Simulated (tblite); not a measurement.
# Geometry relaxation of C$_{6}$H$_{9}$BSi (part 2 of 4)

C$_{6}$H$_{9}$BSi; GFN2-xTB geometry optimisation, gas phase (tblite 0.8.0). It belongs to a series of runs on one base structure; here: H on Si replaced by vinyl.

Geometry of the input (Å):
```
C  -1.8046  2.6715  -0.0058
C  -1.3489  1.6902  -0.5190
Si -0.6267  0.1908  -1.2621
B  1.2339  0.0381  -0.7776
C  1.6605  0.0405  0.7468
C  2.9358  -0.0771  1.0976
C  -1.5784  -1.2969  -0.7258
C  -1.7461  -1.5788  0.5737
H  -2.2201  3.5393  0.4394
H  -0.7276  0.2999  -2.7247
H  2.0468  -0.0579  -1.6220
H  0.8962  0.1507  1.5057
H  3.7245  -0.1864  0.3714
H  3.2134  -0.0638  2.1489
H  -2.0052  -1.9445  -1.4763
H  -1.3502  -0.9399  1.3569
H  -2.3103  -2.4636  0.8630
```

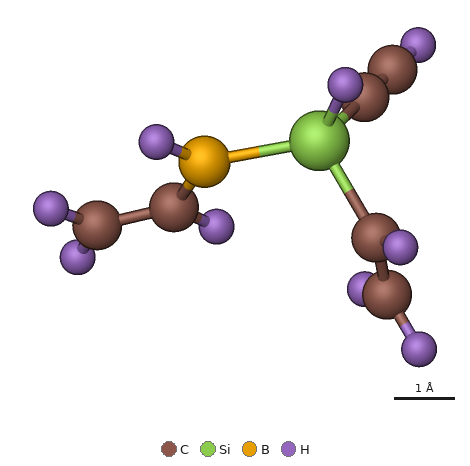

*The geometry at step 48 of the log (ball-and-stick view, seen at a tilt).*

Trajectory as extended XYZ, continued:
```
17
Properties=species:S:1:pos:R:3:forces:R:3 step=28 energy=-549.77263
C    -1.8262    2.6789   -0.0035   -0.0070  -0.0030   0.0000
C    -1.3621    1.7008   -0.5271   -0.0190   0.0040   0.0000
Si   -0.5868    0.2031   -1.3202    0.0260  -0.0070   0.0110
B     1.2974    0.0397   -0.7911    0.0180  -0.0070   0.0070
C     1.7018    0.0546    0.7018    0.0170  -0.0040  -0.0090
C     2.9617   -0.0734    1.1271    0.0030   0.0040   0.0070
C    -1.5875   -1.2966   -0.7139   -0.0020   0.0040  -0.0160
C    -1.7855   -1.5941    0.5590   -0.0080  -0.0010  -0.0010
H    -2.2487    3.5319    0.4460    0.0000   0.0030   0.0120
H    -0.9353    0.3388   -2.7539    0.0110   0.0140  -0.0070
H     2.1616   -0.0982   -1.5737    0.0140  -0.0060  -0.0140
H     0.9405    0.1694    1.4682    0.0140   0.0070  -0.0020
H     3.7810   -0.1868    0.4332   -0.0210  -0.0030  -0.0040
H     3.2362   -0.0699    2.1729   -0.0200   0.0080  -0.0140
H    -2.0060   -1.9540   -1.4668   -0.0040  -0.0080   0.0050
H    -1.3961   -0.9774    1.3523   -0.0030   0.0240   0.0210
H    -2.3531   -2.4548    0.8799   -0.0170  -0.0280   0.0030
17
Properties=species:S:1:pos:R:3:forces:R:3 step=31 energy=-549.77312
C    -1.8286    2.6784   -0.0002   -0.0050  -0.0080  -0.0030
C    -1.3610    1.7005   -0.5216   -0.0060  -0.0120  -0.0070
Si   -0.5826    0.2023   -1.3165   -0.0110   0.0200  -0.0030
B     1.3037    0.0377   -0.7944   -0.0060  -0.0070  -0.0210
C     1.7056    0.0558    0.6978   -0.0040   0.0040  -0.0140
C     2.9642   -0.0718    1.1260   -0.0130  -0.0070   0.0060
C    -1.5872   -1.2971   -0.7130    0.0020  -0.0030   0.0060
C    -1.7902   -1.5944    0.5594   -0.0040   0.0060   0.0070
H    -2.2543    3.5317    0.4475    0.0110  -0.0200   0.0010
H    -0.9326    0.3420   -2.7509    0.0140   0.0110   0.0120
H     2.1667   -0.1028   -1.5783    0.0060  -0.0050  -0.0060
H     0.9409    0.1740    1.4604    0.0290   0.0040   0.0060
H     3.7846   -0.1894    0.4341   -0.0170   0.0010   0.0080
H     3.2306   -0.0667    2.1728    0.0180   0.0090   0.0100
H    -2.0038   -1.9564   -1.4652   -0.0010   0.0010  -0.0090
H    -1.4021   -0.9766    1.3536   -0.0180   0.0030   0.0100
H    -2.3607   -2.4552    0.8786    0.0050   0.0020  -0.0040
17
Properties=species:S:1:pos:R:3:forces:R:3 step=34 energy=-549.77352
C    -1.8312    2.6760    0.0018   -0.0010  -0.0100  -0.0010
C    -1.3607    1.6986   -0.5175   -0.0010  -0.0100  -0.0040
Si   -0.5803    0.2033   -1.3136   -0.0080  -0.0220  -0.0080
B     1.3083    0.0351   -0.8002   -0.0060   0.0010  -0.0020
C     1.7088    0.0574    0.6922   -0.0060   0.0010   0.0080
C     2.9649   -0.0713    1.1263    0.0040  -0.0020  -0.0040
C    -1.5863   -1.2976   -0.7118    0.0000   0.0050   0.0100
C    -1.7950   -1.5936    0.5605   -0.0010   0.0050  -0.0040
H    -2.2578    3.5284    0.4491    0.0010  -0.0040   0.0090
H    -0.9299    0.3467   -2.7465    0.0040   0.0100  -0.0070
H     2.1719   -0.1078   -1.5836   -0.0100  -0.0050  -0.0020
H     0.9454    0.1792    1.4547   -0.0080   0.0080   0.0060
H     3.7856   -0.1916    0.4365    0.0150  -0.0060   0.0000
H     3.2282   -0.0626    2.1740    0.0150   0.0070   0.0030
H    -2.0016   -1.9576   -1.4651    0.0130   0.0140   0.0050
H    -1.4103   -0.9752    1.3567   -0.0240  -0.0100  -0.0070
H    -2.3671   -2.4551    0.8766    0.0130   0.0180  -0.0020
17
Properties=species:S:1:pos:R:3:forces:R:3 step=36 energy=-549.77369
C    -1.8324    2.6740    0.0024    0.0010  -0.0080   0.0020
C    -1.3605    1.6969   -0.5162   -0.0030  -0.0040   0.0000
Si   -0.5799    0.2023   -1.3128    0.0110  -0.0090  -0.0080
B     1.3097    0.0339   -0.8028   -0.0020   0.0000   0.0210
C     1.7099    0.0581    0.6904    0.0060  -0.0010   0.0090
C     2.9654   -0.0713    1.1263    0.0090   0.0040  -0.0020
C    -1.5856   -1.2974   -0.7108   -0.0010   0.0100  -0.0100
C    -1.7971   -1.5927    0.5608   -0.0030   0.0010  -0.0050
H    -2.2590    3.5261    0.4502    0.0000  -0.0040   0.0070
H    -0.9290    0.3494   -2.7447   -0.0020   0.0060  -0.0200
H     2.1733   -0.1104   -1.5863   -0.0160  -0.0040   0.0030
H     0.9469    0.1820    1.4531   -0.0140   0.0080  -0.0020
H     3.7871   -0.1929    0.4376    0.0110  -0.0080   0.0030
H     3.2283   -0.0603    2.1747    0.0060   0.0050  -0.0160
H    -1.9996   -1.9567   -1.4650    0.0100   0.0030   0.0010
H    -1.4156   -0.9750    1.3579   -0.0100   0.0090   0.0090
H    -2.3689   -2.4538    0.8752   -0.0050  -0.0080   0.0060
17
Properties=species:S:1:pos:R:3:forces:R:3 step=39 energy=-549.77406
C    -1.8349    2.6686    0.0047    0.0030  -0.0030   0.0090
C    -1.3613    1.6922   -0.5138    0.0040   0.0020   0.0000
Si   -0.5775    0.2002   -1.3132    0.0070   0.0410  -0.0080
B     1.3123    0.0312   -0.8048   -0.0030  -0.0050   0.0150
C     1.7127    0.0596    0.6883    0.0080   0.0030   0.0040
C     2.9679   -0.0705    1.1254    0.0070   0.0070   0.0000
C    -1.5851   -1.2955   -0.7095   -0.0030  -0.0050  -0.0040
C    -1.8025   -1.5907    0.5610   -0.0070   0.0020   0.0090
H    -2.2611    3.5204    0.4546    0.0020  -0.0180  -0.0010
H    -0.9246    0.3565   -2.7455   -0.0030  -0.0080  -0.0070
H     2.1733   -0.1166   -1.5906   -0.0110  -0.0040   0.0120
H     0.9480    0.1894    1.4489    0.0060   0.0030  -0.0040
H     3.7917   -0.1974    0.4400   -0.0040  -0.0070  -0.0070
H     3.2304   -0.0542    2.1735    0.0020   0.0030  -0.0020
H    -1.9940   -1.9555   -1.4646   -0.0010  -0.0210  -0.0150
H    -1.4292   -0.9729    1.3615    0.0080   0.0260   0.0060
H    -2.3732   -2.4527    0.8741   -0.0160  -0.0180  -0.0060
17
Properties=species:S:1:pos:R:3:forces:R:3 step=42 energy=-549.77433
C    -1.8362    2.6642    0.0076    0.0040   0.0020   0.0100
C    -1.3613    1.6892   -0.5119    0.0060   0.0080  -0.0030
Si   -0.5753    0.2019   -1.3144   -0.0120  -0.0130   0.0020
B     1.3137    0.0288   -0.8049   -0.0070   0.0010  -0.0050
C     1.7156    0.0611    0.6872    0.0000   0.0040   0.0000
C     2.9705   -0.0692    1.1248    0.0020   0.0020   0.0010
C    -1.5850   -1.2945   -0.7089    0.0020  -0.0050   0.0010
C    -1.8072   -1.5889    0.5616   -0.0030   0.0060  -0.0070
H    -2.2628    3.5147    0.4580   -0.0090   0.0010   0.0110
H    -0.9217    0.3607   -2.7471   -0.0020  -0.0120   0.0030
H     2.1721   -0.1219   -1.5924    0.0020  -0.0080   0.0090
H     0.9495    0.1954    1.4455    0.0140   0.0030   0.0100
H     3.7947   -0.2016    0.4410   -0.0070  -0.0030  -0.0120
H     3.2326   -0.0492    2.1727    0.0040   0.0050   0.0090
H    -1.9895   -1.9568   -1.4655    0.0080  -0.0080   0.0060
H    -1.4387   -0.9689    1.3642   -0.0040   0.0040  -0.0230
H    -2.3778   -2.4532    0.8726    0.0030   0.0140  -0.0130
17
Properties=species:S:1:pos:R:3:forces:R:3 step=45 energy=-549.77483
C    -1.8370    2.6571    0.0154   -0.0020   0.0050   0.0040
C    -1.3586    1.6870   -0.5094   -0.0040   0.0160   0.0020
Si   -0.5746    0.2028   -1.3157    0.0080  -0.0550   0.0140
B     1.3140    0.0249   -0.8053    0.0070   0.0040   0.0060
C     1.7213    0.0650    0.6855   -0.0050   0.0010   0.0020
C     2.9760   -0.0661    1.1243   -0.0110  -0.0110  -0.0030
C    -1.5838   -1.2945   -0.7088    0.0070   0.0080  -0.0360
C    -1.8163   -1.5838    0.5609    0.0070   0.0020  -0.0360
H    -2.2685    3.5038    0.4668   -0.0130   0.0200   0.0250
H    -0.9199    0.3634   -2.7483   -0.0040  -0.0120   0.0020
H     2.1704   -0.1337   -1.5925    0.0140  -0.0130  -0.0080
H     0.9566    0.2068    1.4430   -0.0010   0.0110   0.0280
H     3.7977   -0.2098    0.4389   -0.0070   0.0070   0.0130
H     3.2370   -0.0395    2.1734    0.0060   0.0040  -0.0370
H    -1.9797   -1.9620   -1.4663    0.0110   0.0000   0.0160
H    -1.4551   -0.9588    1.3627   -0.0150  -0.0050  -0.0110
H    -2.3863   -2.4505    0.8654    0.0020   0.0180   0.0180
17
Properties=species:S:1:pos:R:3:forces:R:3 step=48 energy=-549.77620
C    -1.8423    2.6356    0.0421   -0.0120   0.0010  -0.0160
C    -1.3525    1.6807   -0.5008   -0.0110   0.0080   0.0120
Si   -0.5693    0.1985   -1.3173    0.0320   0.0620   0.0130
B     1.3190    0.0116   -0.8074    0.0320  -0.0100   0.0090
C     1.7374    0.0784    0.6797   -0.0340   0.0010   0.0220
C     2.9910   -0.0587    1.1198   -0.0170  -0.0170  -0.0240
C    -1.5801   -1.2936   -0.7135   -0.0030  -0.0230  -0.0180
C    -1.8458   -1.5676    0.5525    0.0120  -0.0020  -0.0140
H    -2.2888    3.4720    0.5010    0.0200  -0.0140   0.0100
H    -0.9093    0.3721   -2.7512   -0.0050  -0.0220   0.0300
H     2.1694   -0.1753   -1.5947    0.0170  -0.0120  -0.0150
H     0.9790    0.2474    1.4375   -0.0240   0.0260   0.0310
H     3.8074   -0.2357    0.4363    0.0100   0.0170   0.0180
H     3.2531   -0.0059    2.1679    0.0110  -0.0070  -0.0520
H    -1.9461   -1.9804   -1.4661   -0.0060  -0.0240  -0.0490
H    -1.5157   -0.9289    1.3560   -0.0120   0.0090   0.0020
H    -2.4135   -2.4380    0.8482   -0.0100   0.0080   0.0410
17
Properties=species:S:1:pos:R:3:forces:R:3 step=50 energy=-549.77804
C    -1.8513    2.6055    0.0799   -0.0110  -0.0190  -0.0420
C    -1.3453    1.6733   -0.4883   -0.0200   0.0010   0.0300
Si   -0.5580    0.1972   -1.3175    0.0070   0.1140   0.0150
B     1.3287   -0.0087   -0.8085    0.0250  -0.0110  -0.0060
C     1.7566    0.0983    0.6736   -0.0410  -0.0070   0.0290
C     3.0099   -0.0502    1.1101    0.0020   0.0010  -0.0160
C    -1.5747   -1.2942   -0.7242   -0.0070  -0.0600   0.0560
C    -1.8870   -1.5443    0.5367    0.0000   0.0010   0.0120
H    -2.3160    3.4250    0.5534    0.0510  -0.0390  -0.0070
H    -0.8939    0.3807   -2.7519   -0.0050  -0.0190   0.0420
H     2.1696   -0.2374   -1.5969    0.0040  -0.0090   0.0170
H     1.0098    0.3090    1.4340   -0.0190   0.0290  -0.0170
H     3.8215   -0.2713    0.4342    0.0010   0.0190  -0.0130
H     3.2788    0.0423    2.1525    0.0190  -0.0210  -0.0050
H    -1.8975   -2.0106   -1.4691    0.0060   0.0000  -0.0740
H    -1.6055   -0.8849    1.3433   -0.0020   0.0140  -0.0490
H    -2.4529   -2.4176    0.8286   -0.0080   0.0070   0.0280
17
Properties=species:S:1:pos:R:3:forces:R:3 step=53 energy=-549.78029
C    -1.8571    2.5879    0.0987   -0.0310   0.0290   0.0050
C    -1.3418    1.6705   -0.4821    0.0030  -0.0600  -0.0020
Si   -0.5513    0.2042   -1.3149   -0.0140  -0.0920   0.0120
B     1.3323   -0.0207   -0.8033   -0.0260   0.0160   0.0030
C     1.7629    0.1096    0.6763    0.0330  -0.0110  -0.0190
C     3.0195   -0.0455    1.1019   -0.0040   0.0170   0.0220
C    -1.5693   -1.2996   -0.7328    0.0430   0.0190  -0.0200
C    -1.9096   -1.5303    0.5238   -0.0300  -0.0300   0.0120
H    -2.3251    3.3930    0.5881    0.0080   0.0390   0.0230
H    -0.8911    0.3761   -2.7468   -0.0030   0.0130  -0.0040
H     2.1671   -0.2765   -1.5896    0.0100  -0.0170   0.0250
H     1.0267    0.3492    1.4386   -0.0180   0.0120  -0.0350
H     3.8263   -0.2888    0.4285   -0.0250   0.0100  -0.0460
H     3.3001    0.0671    2.1384    0.0190  -0.0170   0.0400
H    -1.8658   -2.0298   -1.4781    0.0330   0.0460  -0.0170
H    -1.6561   -0.8527    1.3229    0.0180   0.0400  -0.0180
H    -2.4747   -2.4019    0.8207   -0.0150  -0.0130   0.0190
17
Properties=species:S:1:pos:R:3:forces:R:3 step=56 energy=-549.78332
C    -1.8690    2.5659    0.1200    0.0210  -0.0270   0.0070
C    -1.3402    1.6587   -0.4667   -0.0390   0.0030   0.0340
Si   -0.5444    0.2000   -1.3098    0.0000  -0.0280  -0.0020
B     1.3380   -0.0340   -0.8014    0.0100  -0.0100   0.0170
C     1.7767    0.1225    0.6737    0.0180   0.0550  -0.0060
C     3.0341   -0.0362    1.0966    0.0060  -0.0100   0.0160
C    -1.5586   -1.3068   -0.7372   -0.0210   0.0030  -0.0060
C    -1.9432   -1.5164    0.5113    0.0230   0.0170  -0.0410
H    -2.3357    3.3596    0.6310    0.0120   0.0150  -0.0180
H    -0.8852    0.3787   -2.7407   -0.0020   0.0160  -0.0050
H     2.1679   -0.3275   -1.5802   -0.0070  -0.0090   0.0160
H     1.0449    0.4009    1.4278    0.0070  -0.0220  -0.0200
H     3.8285   -0.3087    0.4169   -0.0390   0.0170   0.0200
H     3.3263    0.0949    2.1301   -0.0020  -0.0140  -0.0450
H    -1.8208   -2.0420   -1.4912    0.0260   0.0060   0.0500
H    -1.7183   -0.8107    1.2963   -0.0070  -0.0200  -0.0150
H    -2.5080   -2.3868    0.8137   -0.0060   0.0090  -0.0020
17
Properties=species:S:1:pos:R:3:forces:R:3 step=59 energy=-549.78534
C    -1.8806    2.5313    0.1596    0.0220  -0.0160   0.0160
C    -1.3418    1.6427   -0.4465   -0.0040  -0.0340   0.0160
Si   -0.5328    0.1963   -1.3058   -0.0300   0.0680   0.0120
B     1.3459   -0.0570   -0.7971    0.0130   0.0130  -0.0060
C     1.7995    0.1515    0.6652   -0.0190   0.0060   0.0090
C     3.0544   -0.0251    1.0866   -0.0050   0.0130  -0.0210
C    -1.5507   -1.3091   -0.7461   -0.0190  -0.0200   0.0500
C    -1.9889   -1.4928    0.4884   -0.0120   0.0050   0.0250
H    -2.3544    3.3104    0.6884    0.0280  -0.0130  -0.0450
H    -0.8659    0.3889   -2.7365   -0.0060   0.0190  -0.0060
H     2.1654   -0.3996   -1.5656   -0.0020  -0.0190  -0.0100
H     1.0763    0.4686    1.4105   -0.0030   0.0150   0.0200
H     3.8329   -0.3418    0.4097    0.0090   0.0080   0.0000
H     3.3604    0.1403    2.1091    0.0050  -0.0170   0.0160
H    -1.7579   -2.0690   -1.4898    0.0010  -0.0380   0.0080
H    -1.8166   -0.7606    1.2623    0.0090  -0.0010  -0.0240
H    -2.5523   -2.3629    0.7980    0.0130   0.0120  -0.0580
17
Properties=species:S:1:pos:R:3:forces:R:3 step=62 energy=-549.78685
C    -1.8856    2.5028    0.1895    0.0060   0.0080   0.0150
C    -1.3400    1.6278   -0.4289    0.0070  -0.0270   0.0100
Si   -0.5256    0.1973   -1.3018    0.0040  -0.0110  -0.0070
B     1.3525   -0.0726   -0.7948   -0.0050   0.0400  -0.0260
C     1.8175    0.1747    0.6577   -0.0310  -0.0420   0.0070
C     3.0704   -0.0153    1.0791   -0.0160   0.0170  -0.0130
C    -1.5450   -1.3106   -0.7488    0.0280  -0.0020   0.0060
C    -2.0224   -1.4744    0.4732   -0.0200  -0.0100   0.0020
H    -2.3678    3.2719    0.7226    0.0080   0.0230  -0.0110
H    -0.8606    0.3987   -2.7310   -0.0020   0.0220  -0.0050
H     2.1614   -0.4533   -1.5568   -0.0060  -0.0210  -0.0070
H     1.1007    0.5179    1.3972    0.0010   0.0400   0.0250
H     3.8385   -0.3649    0.4071    0.0220   0.0140   0.0020
H     3.3824    0.1710    2.0963    0.0130  -0.0190   0.0090
H    -1.7112   -2.0888   -1.4844   -0.0130  -0.0280   0.0240
H    -1.8860   -0.7255    1.2368    0.0090   0.0220  -0.0050
H    -2.5863   -2.3444    0.7773   -0.0060  -0.0260  -0.0270
17
Properties=species:S:1:pos:R:3:forces:R:3 step=64 energy=-549.78843
C    -1.8889    2.4751    0.2201    0.0020   0.0130  -0.0040
C    -1.3376    1.6100   -0.4069    0.0030   0.0030   0.0150
Si   -0.5182    0.1958   -1.2971    0.0250  -0.0300  -0.0350
B     1.3599   -0.0830   -0.7951   -0.0110   0.0140  -0.0070
C     1.8325    0.1944    0.6503   -0.0060  -0.0140   0.0030
C     3.0847   -0.0033    1.0709   -0.0050  -0.0170   0.0190
C    -1.5361   -1.3143   -0.7494    0.0430  -0.0110  -0.0340
C    -2.0568   -1.4574    0.4571    0.0040  -0.0030  -0.0240
H    -2.3795    3.2382    0.7528    0.0030   0.0360   0.0150
H    -0.8596    0.4102   -2.7237    0.0040   0.0190   0.0060
H     2.1567   -0.5092   -1.5471   -0.0180   0.0020   0.0090
H     1.1251    0.5707    1.3839    0.0090   0.0220   0.0010
H     3.8445   -0.3836    0.4050    0.0060   0.0260   0.0110
H     3.4043    0.1961    2.0846   -0.0030  -0.0070  -0.0330
H    -1.6651   -2.1098   -1.4742   -0.0180  -0.0210   0.0260
H    -1.9509   -0.6896    1.2063   -0.0190   0.0030   0.0130
H    -2.6221   -2.3282    0.7526   -0.0190  -0.0330   0.0180
```
